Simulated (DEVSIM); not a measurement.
Device: illuminated Si p-on-n cell, one wavelength, at 350 K.

| layer (left to right) | material | thickness (μm) | Nd (cm⁻³) | Na (cm⁻³) | τn (s) | τp (s) | absorption coefficient (cm⁻¹) |
|---|---|---|---|---|---|---|---|
| 1 | Si | 0.370 | - | 1.8e19 | 1e-6 | 1.4e-6 | 34000 |
| 2 | Si | 160 | 2e15 | - | 3.5e-6 | 3.5e-6 | 34000 |

Left contact: ohmic, minority electron recombination velocity 400 cm/s. Right contact: ohmic, minority hole recombination velocity 7e6 cm/s. Voltage is applied to the left contact. Recombination: SRH at mid-gap, radiative, Auger. Gap narrowing is on: ΔEg = 6.92 meV × (l + √(l² + 0.5)), l = ln(N/1.3e17 cm⁻³), shared equally by both band edges. Light enters at the left, 1.9e16 photons cm⁻² s⁻¹, one pass, no reflection. Mobility is constant in doping.

The device is made up for the run: typed textbook-type constants, with dimensions and the other settings drawn at random. Values at 300 K; Nc and Nv go as T^1.5, mobilities as T to minus their exponent, the gap by Varshni's rule with the affinity fixed.

```csv
parameter,Si
gap (eV),1.124
affinity (eV),4.05
permittivity,11.7
Nc (cm⁻³),2.86e19
Nv (cm⁻³),3.1e19
μn (cm²/Vs),1417
μp (cm²/Vs),470
T exponent of μn,2.3
T exponent of μp,2.2
B (cm³/s),4.7e-15
Cn (cm⁶/s),2.8e-31
Cp (cm⁶/s),9.9e-32
Varshni α (eV/K),0.000473
Varshni β (K),636
```

Model (solved in DEVSIM): 1D drift-diffusion, Boltzmann statistics, complete ionisation; no tunnelling, impact ionisation, image-force lowering or self-heating.

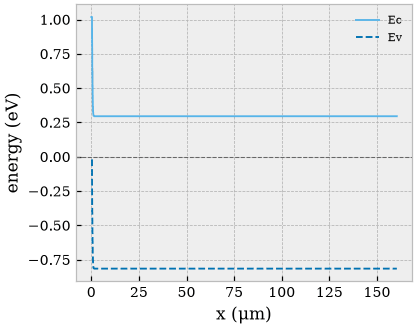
*Band edges at zero bias, in the dark*

Energies count from the Fermi level of the right contact; mesh points crowd at the junctions.

```json
[
 {"x (μm)": "0.000", "Ec (eV)": "1.019", "Ev (eV)": "-0.023", "n (cm⁻³)": "77000", "p (cm⁻³)": "1.8e19", "field (V/cm)": "≈ 0"},
 {"x (μm)": "0.03272", "Ec (eV)": "1.019", "Ev (eV)": "-0.023", "n (cm⁻³)": "77000", "p (cm⁻³)": "1.8e19", "field (V/cm)": "≈ 0"},
 {"x (μm)": "0.1087", "Ec (eV)": "1.019", "Ev (eV)": "-0.023", "n (cm⁻³)": "77000", "p (cm⁻³)": "1.8e19", "field (V/cm)": "≈ 0"},
 {"x (μm)": "0.2430", "Ec (eV)": "1.019", "Ev (eV)": "-0.023", "n (cm⁻³)": "77000", "p (cm⁻³)": "1.8e19", "field (V/cm)": "≈ 0"},
 {"x (μm)": "0.3443", "Ec (eV)": "1.019", "Ev (eV)": "-0.023", "n (cm⁻³)": "77000", "p (cm⁻³)": "1.8e19", "field (V/cm)": "≈ 0"},
 {"x (μm)": "0.3731", "Ec (eV)": "0.993", "Ev (eV)": "-0.118", "n (cm⁻³)": "180000", "p (cm⁻³)": "7.9e17", "field (V/cm)": "-89000"},
 {"x (μm)": "0.4154", "Ec (eV)": "0.854", "Ev (eV)": "-0.257", "n (cm⁻³)": "1.8e7", "p (cm⁻³)": "7.9e15", "field (V/cm)": "-20000"},
 {"x (μm)": "0.5725", "Ec (eV)": "0.605", "Ev (eV)": "-0.505", "n (cm⁻³)": "6.9e10", "p (cm⁻³)": "2.1e12", "field (V/cm)": "-13000"},
 {"x (μm)": "0.9251", "Ec (eV)": "0.330", "Ev (eV)": "-0.780", "n (cm⁻³)": "6.4e14", "p (cm⁻³)": "2.3e8", "field (V/cm)": "-2900"},
 {"x (μm)": "1.767", "Ec (eV)": "0.296", "Ev (eV)": "-0.815", "n (cm⁻³)": "2.0e15", "p (cm⁻³)": "7.2e7", "field (V/cm)": "≈ 0"},
 {"x (μm)": "3.834", "Ec (eV)": "0.296", "Ev (eV)": "-0.815", "n (cm⁻³)": "2.0e15", "p (cm⁻³)": "7.2e7", "field (V/cm)": "≈ 0"},
 {"x (μm)": "12.21", "Ec (eV)": "0.296", "Ev (eV)": "-0.815", "n (cm⁻³)": "2.0e15", "p (cm⁻³)": "7.2e7", "field (V/cm)": "≈ 0"},
 {"x (μm)": "30.68", "Ec (eV)": "0.296", "Ev (eV)": "-0.815", "n (cm⁻³)": "2.0e15", "p (cm⁻³)": "7.2e7", "field (V/cm)": "≈ 0"},
 {"x (μm)": "74.79", "Ec (eV)": "0.296", "Ev (eV)": "-0.815", "n (cm⁻³)": "2.0e15", "p (cm⁻³)": "7.2e7", "field (V/cm)": "≈ 0"},
 {"x (μm)": "134.9", "Ec (eV)": "0.296", "Ev (eV)": "-0.815", "n (cm⁻³)": "2.0e15", "p (cm⁻³)": "7.2e7", "field (V/cm)": "≈ 0"},
 {"x (μm)": "150.0", "Ec (eV)": "0.296", "Ev (eV)": "-0.815", "n (cm⁻³)": "2.0e15", "p (cm⁻³)": "7.2e7", "field (V/cm)": "≈ 0"},
 {"x (μm)": "156.2", "Ec (eV)": "0.296", "Ev (eV)": "-0.815", "n (cm⁻³)": "2.0e15", "p (cm⁻³)": "7.2e7", "field (V/cm)": "≈ 0"},
 {"x (μm)": "158.7", "Ec (eV)": "0.296", "Ev (eV)": "-0.815", "n (cm⁻³)": "2.0e15", "p (cm⁻³)": "7.2e7", "field (V/cm)": "≈ 0"},
 {"x (μm)": "159.9", "Ec (eV)": "0.296", "Ev (eV)": "-0.815", "n (cm⁻³)": "2.0e15", "p (cm⁻³)": "7.2e7", "field (V/cm)": "≈ 0"},
 {"x (μm)": "160.2", "Ec (eV)": "0.296", "Ev (eV)": "-0.815", "n (cm⁻³)": "2.0e15", "p (cm⁻³)": "7.2e7", "field (V/cm)": "≈ 0"},
 {"x (μm)": "160.3", "Ec (eV)": "0.296", "Ev (eV)": "-0.815", "n (cm⁻³)": "2.0e15", "p (cm⁻³)": "7.2e7", "field (V/cm)": "≈ 0"},
 {"x (μm)": "160.4", "Ec (eV)": "0.296", "Ev (eV)": "-0.815", "n (cm⁻³)": "2.0e15", "p (cm⁻³)": "7.2e7", "field (V/cm)": "≈ 0"}
]
```
